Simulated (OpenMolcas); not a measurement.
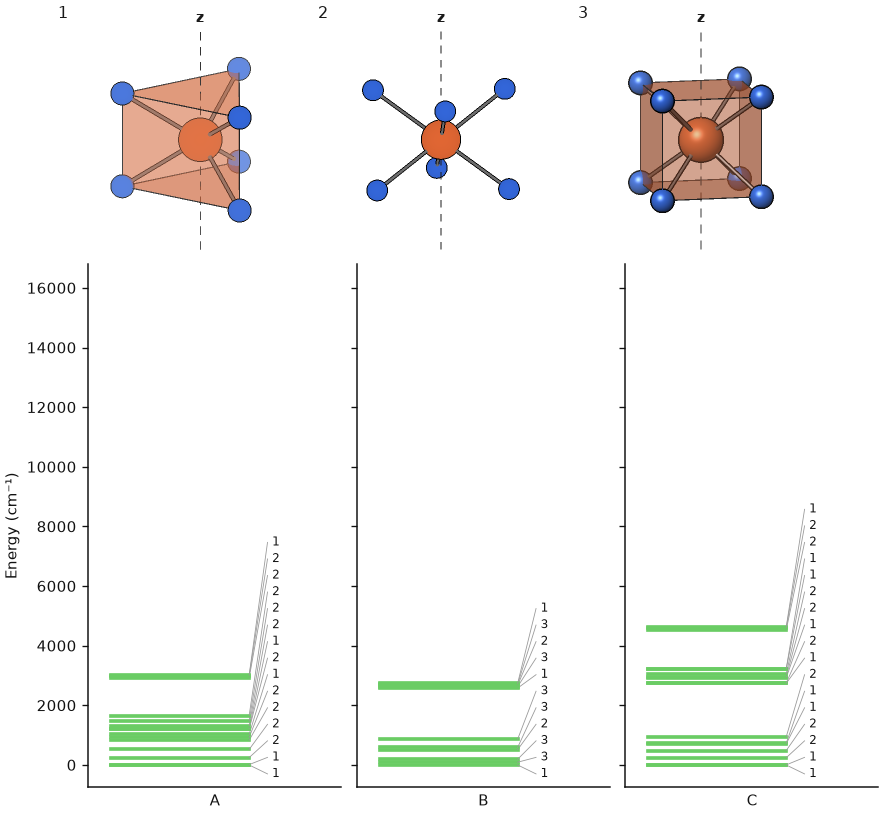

Fe⁴⁺ (3d⁴) among point charges in three arrangements (top) and its lowest levels in each (bottom, numbers are degeneracies). Computed with OpenMolcas: state-averaged SS-CASPT2, IPEA shift 0.25, imaginary shift 0.1 hartree, closed shells 3s 3p correlated, active space 4 electrons in the shell 3d, basis ANO-RCC-VDZP, DKH2 scalar Hamiltonian, spin-orbit coupling by RASSI with atomic mean-field integrals.

(1) 6 point charges of −2 e at 2.08 Å, arranged as: trigonal prism (D3h), axial distortion 1.17
(2) 6 point charges of −2.2 e at 2.18 Å, arranged as: trigonal antiprism (D3d), axial distortion 1.1
(3) 8 point charges of −1.6 e at 1.9 Å, arranged as: cube (Oh)

**Match the level schemes to the arrangements.**

A is (1). The ground level is A₁, non-degenerate, 100 % from states of spin multiplicity 5. The next level lies at 12 cm⁻¹ (A₂). B is (3). The ground level is A₁, non-degenerate, 100 % from states of spin multiplicity 5. The next level lies at 93 cm⁻¹ (T₁). C is (2). The ground level is A₁, non-degenerate, 100 % from states of spin multiplicity 5. The next level lies at 2.1 cm⁻¹ (A₂).

Note: point charges lack covalency, field too small at true ligand charges; small active space favours high spin, ground spin may be wrong.
